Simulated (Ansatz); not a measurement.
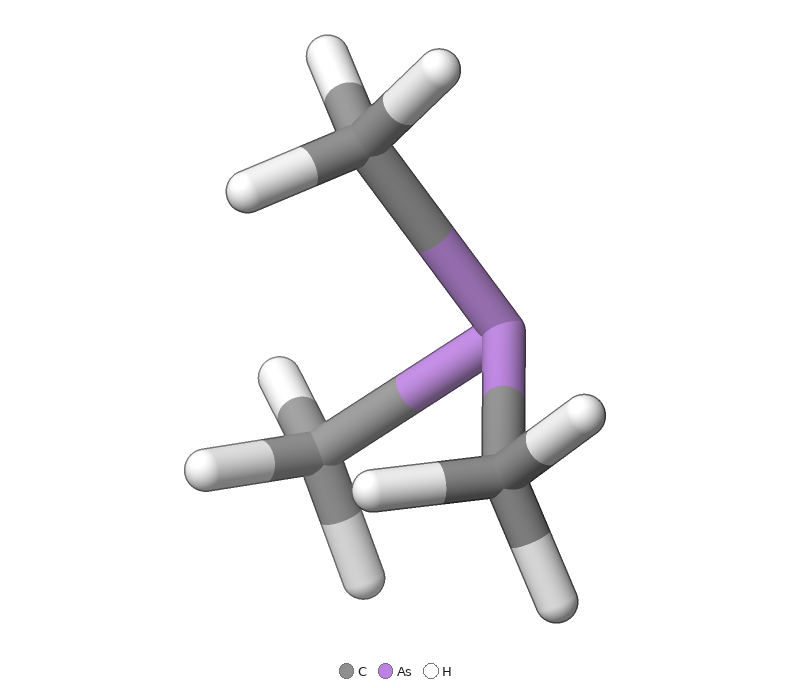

A stick model of a molecule.

Computed geometry: PBE0-D4/def2-TZVP optimisation.

Question: What is the molecular formula?

Answer: C₃H₉As, 13 atoms: 3 carbon, 9 hydrogen and 1 arsenic.

Question: Does it have rings?

Answer: It has no ring.

More results for the same structure follow; atom numbers are the same in all pictures, views and colours differ.

Geometry

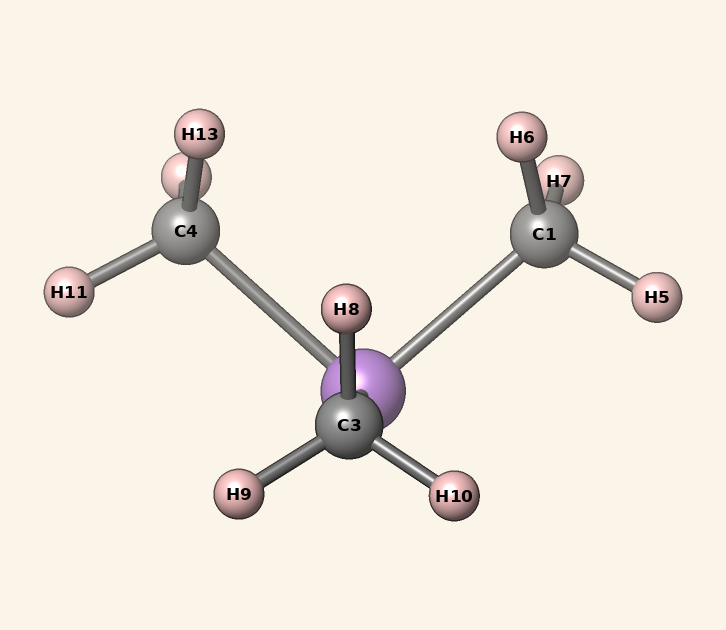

As2 lies behind C3. The molecule seen nearly along the C3–As2 bond, C3 in front. Atoms fade into the background with distance from the viewer.

Question: What is the torsion angle H8–C3–As2–C1? The sign is positive where the front bond must turn clockwise to cover the back bond.

Answer: 49°, synclinal (gauche).

Electronic properties

Properties computed with RKS B3LYP-D4/def2-TZVPP (Ansatz 0.2.0).

What does the calculation give?

- dipole moment: 0.88 D
- HOMO energy (Kohn–Sham orbital): −6.29 eV
- LUMO energy (Kohn–Sham orbital): 0.87 eV
- HOMO–LUMO gap: 7.16 eV
- dispersion correction: −40.8 kJ/mol

Thermal motion

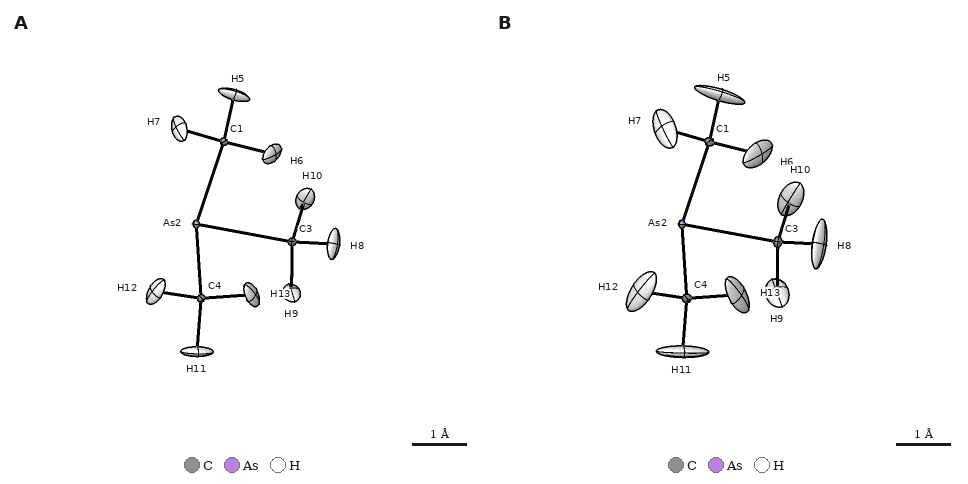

Displacement ellipsoids at the 50 % level, scaled by 0.7, from the internal vibrations of the free molecule (harmonic, no overall translation or rotation; no half-axis is drawn under 0.075 Å). Vibrations computed with RKS PBE0-D4/def2-TZVP (Ansatz 0.2.0). One panel is for 200 K, the other for 600 K.

Question: Which panel is for 600 K?

Answer: B.

Question: How much does the mean-square displacement of H10 grow, and why?

Answer: U_eq goes from 0.0368 to 0.0857 Å², a factor of 2.3. Modes below kT (417 cm⁻¹ at 600 K) grow about in proportion to T, and the lowest lies at 147 cm⁻¹; the mean-square amplitude of a mode is its zero-point value times coth(ħω/2kT), which comes close to 1 only above about 3kT.

Vibrations

Harmonic vibrations computed with RKS PBE0-D4/def2-TZVP (Ansatz 0.2.0) at a stationary point of the same level.

Question: List the wavenumbers.

Answer: 33 modes: 147, 166, 166, 212, 212, 231, 586, 600, 600, 758, 793, 793, 903, 903, 903, 1268, 1268, 1290, 1446, 1451, 1451, 1460, 1460, 1470, 3050, 3052, 3052, 3144, 3145, 3145, 3152, 3152, 3152 cm⁻¹.
